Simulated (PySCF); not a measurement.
# C4H8O (SMILES CC[C@H]1CO1): what the fields show

```xyz
13

C     1.5699    0.6112    0.1332
C     0.4685    0.0478   -0.7520
C    -0.5421   -0.7540    0.0207
C    -1.7787   -0.1601    0.5316
O    -1.7832   -0.9982   -0.6033
H     2.3110    1.1694   -0.4575
H     1.1621    1.2966    0.8926
H     2.1078   -0.1890    0.6661
H     0.9018   -0.5980   -1.5346
H    -0.0640    0.8555   -1.2798
H    -0.1344   -1.6189    0.5672
H    -1.9800    0.9027    0.3404
H    -2.2554   -0.5690    1.4320
```

Geometry: PBE0-D3(BJ)/def2-SVP.

All numbers below come from PySCF, DFT single point, gas phase, functional wB97X.

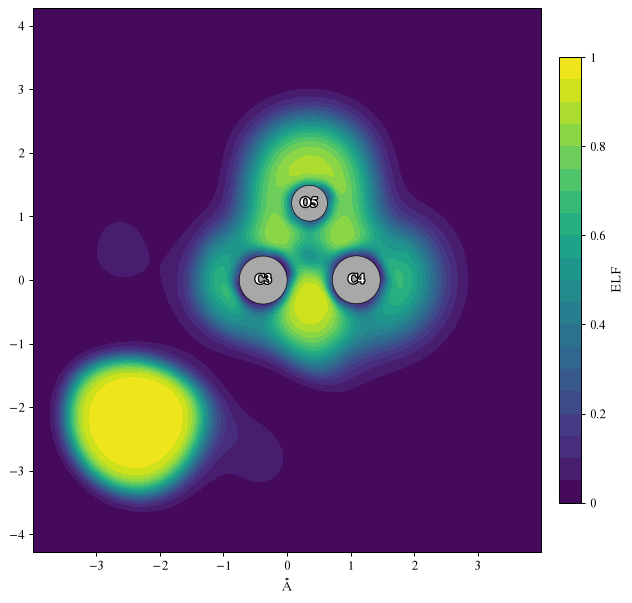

Figure 1. Electron localisation function on the plane of atoms C3, O5 and C4. Grey discs cover the atomic cores.

Q: Interpret the plot.

A: Atoms in the plane: C and O.
C–O (1.41 Å): the ELF peaks at about 0.80 between the atoms: a shared but strongly polarised pair.
C–C (1.46 Å): the ELF peaks at about 0.85 between the atoms (a covalent bond).
The ELF also peaks beside O5, away from the bonds: lone-pair regions.

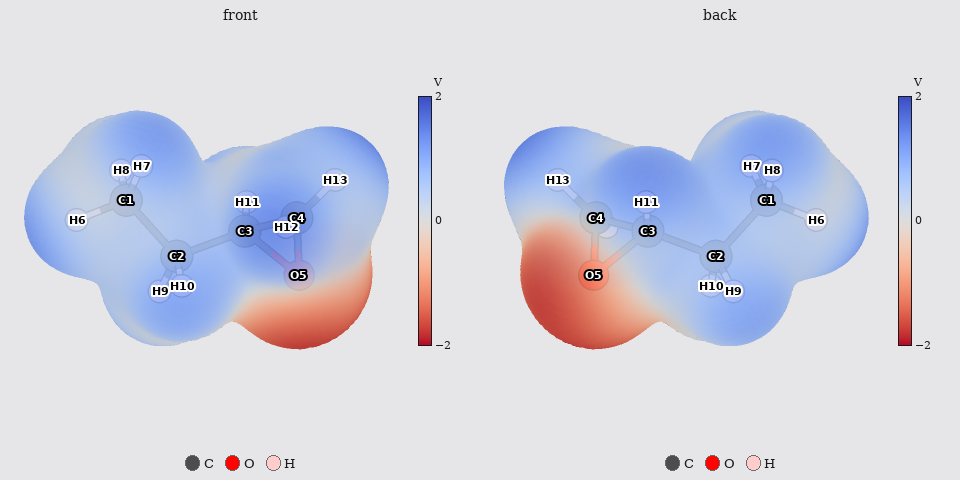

Figure 2. The molecular electrostatic potential painted on the density surface at 0.004 e/bohr³, seen from the front and from behind; red is negative and blue positive.

Q: Where is the surface potential most negative and most positive?

A: The most negative region (about −1.7 V) lies over O5, the most positive (about +1.3 V) over H12 and H13. O5 is the likeliest acceptor of a hydrogen bond.

Q: How polar is the molecule by this calculation?

A: Its dipole moment is 1.98 D.
